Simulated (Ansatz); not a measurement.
AlBClFH2

Input file:

```
crystal:
  periodic: [false, false, false]
  atoms:
    - {symbol: B, position_ang: [-0.410662, 0.921240, -0.356913]}
    - {symbol: Al, position_ang: [-0.078897, -0.863117, 0.707912]}
    - {symbol: F, position_ang: [1.333891, -1.687760, 1.060828]}
    - {symbol: Cl, position_ang: [-0.085679, -2.561900, -1.462083]}
    - {symbol: H, position_ang: [-1.441290, 1.547698, -0.308125]}
    - {symbol: H, position_ang: [1.067824, -2.824905, -0.953022]}
basis:
  gaussian: {orbitals: def2-TZVPP}
hamiltonian: {xc: pbe0, dispersion: d4}
output: {orbitals: {seedname: orbitals}}
```

Run with:

```sh
ansatz run in.yaml --threads 2 --pin off --events-out ev --progress --plain --max-ram 4352MiB
```

Geometry: PBE0-D4/def2-TZVP.

The calculation used RKS PBE0-D4/def2-TZVPP in Ansatz 0.2.0.

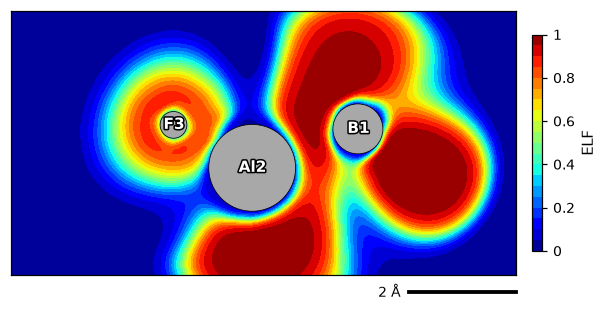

Figure 1. Electron localisation function on the plane of atoms B1, Al2 and F3. Grey discs cover the atomic cores.

Describe what can be read from this map.

- The plane passes through B, Al and F nuclei.
- Al–F (1.67 Å): the ELF peaks at about 0.85 in the valence shell of F, 0.6 Å from its nucleus, and is about 0.35 at the midpoint.
- Al–B (2.10 Å): the ELF peaks at about 0.95 between the atoms: a covalent bond.
- The ELF also peaks beside F3 and B1, away from the bonds: lone-pair regions.

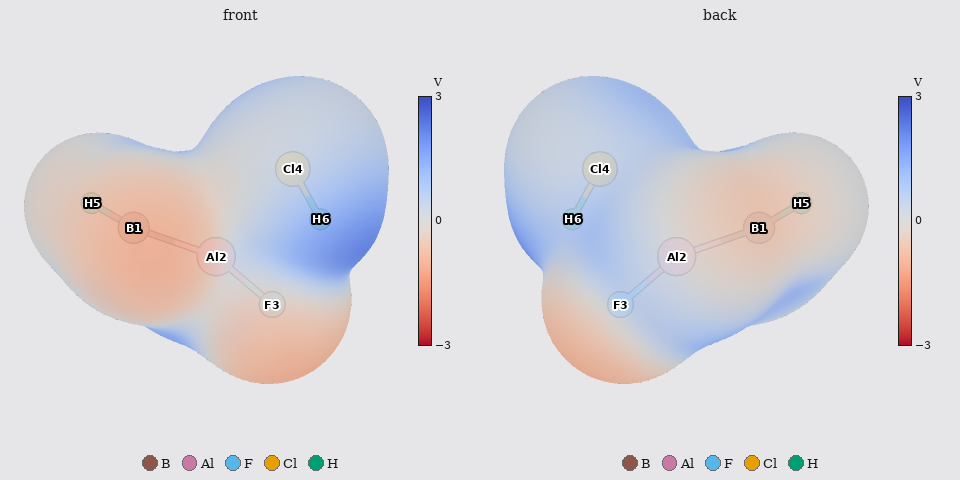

Figure 2. The molecular electrostatic potential painted on the density surface at 0.001 e/bohr³, seen from the front and from behind; the colour scale runs from red (negative) to blue (positive).

Which sites attract a positive test charge, and which a negative one?

A positive charge is drawn to the negative regions and a negative charge to the positive ones. The most negative region (about −1.1 V) lies over H5, the most positive (about +2.0 V) over H6. Cl4 shows a σ-hole: about +1.1 V at the tip opposite its bond, against about +0.2 V on its flanks.

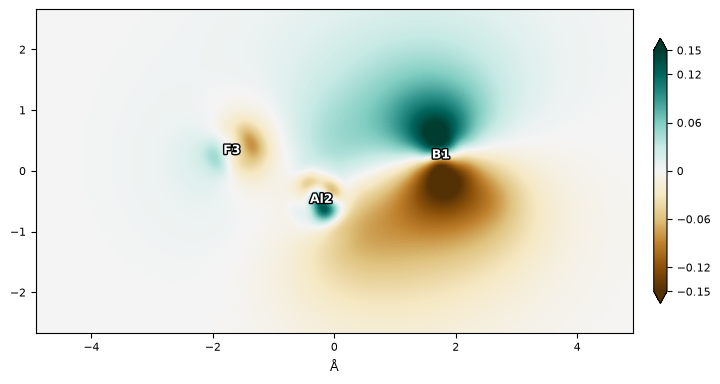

Figure 3. One frontier orbital on the plane of atoms B1, Al2 and F3 (values in Å⁻³ᐟ²; the overall sign is arbitrary).

Which orbital is it: HOMO or LUMO?

The LUMO, at −2.77 eV. Its weight (Hirshfeld) is mainly on B1 (about 60 %) and Al2 (about 30 %).
